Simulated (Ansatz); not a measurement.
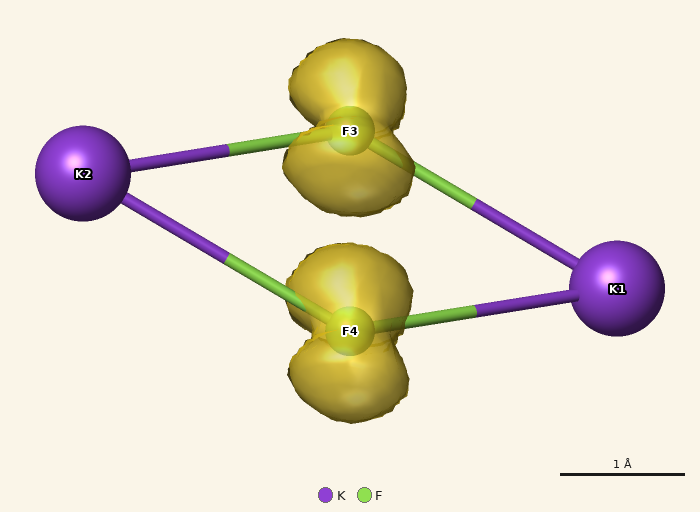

The picture shows: F2K2 (charge +1, doublet). Isosurface of the spin density (α minus β) at +0.15 e/Å³ (yellow), seen at a tilt.

Geometry: PBE0-D4/def2-TZVP.

Level of theory: UKS PBE0-D4/def2-TZVP (Ansatz 0.2.0).

```csv
atom,x (Å),y (Å),z (Å)
K,-1.5844,-1.6832,0.1186
K,1.5857,1.6820,-0.1189
F,0.1212,-0.0459,0.9666
F,-0.1225,0.0472,-0.9662
```

### Which atoms carry the spin?

The unpaired spin (1 electron) lies mostly on F4 (about 0.5) and F3 (about 0.5), in electrons by Hirshfeld's partition.
